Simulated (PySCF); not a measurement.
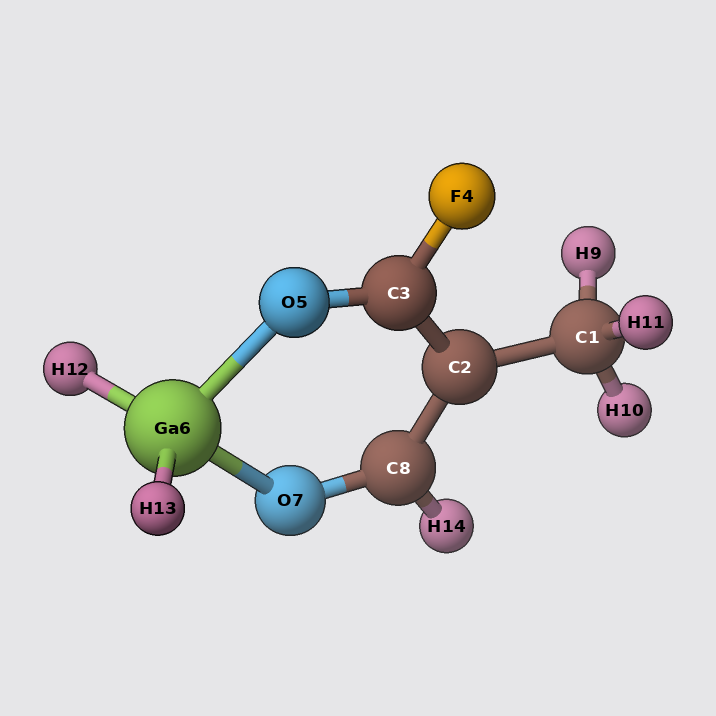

Computed geometry: GFN2-xTB optimisation. No frequency run is at hand to confirm it as a minimum. Electric field gradients from the ground-state density, B3LYP/pcJ-1 (pcSseg-1 on Ga) (PySCF 2.14.0), non-relativistic apart from any core potentials.

Give the largest field-gradient component, the quadrupole coupling constant and the asymmetry for 17O at O5 (Q = −25.6 mb), 69Ga at Ga6 (Q = 171 mb), 17O at O7 (Q = −25.6 mb), 2H at H9 (Q = 2.86 mb), 2H at H10 (Q = 2.86 mb).

```json
{"atom": "O5", "V_zz (a.u.)": "1.174", "e²qQ/h (MHz)": "−7.06", "η": "0.93"}
{"atom": "Ga6", "V_zz (a.u.)": "−2.602", "e²qQ/h (MHz)": "−104.5", "η": "0.83"}
{"atom": "O7", "V_zz (a.u.)": "−1.281", "e²qQ/h (MHz)": "7.70", "η": "0.97"}
{"atom": "H9", "V_zz (a.u.)": "0.299", "e²qQ/h (MHz)": "0.201", "η": "0.04"}
{"atom": "H10", "V_zz (a.u.)": "0.305", "e²qQ/h (MHz)": "0.205", "η": "0.06"}
```

The geometry is semi-empirical. Around Ga such bond lengths and angles can be off by a tenth of an ångström or more and by several degrees, and values that hang on the shape move with them.
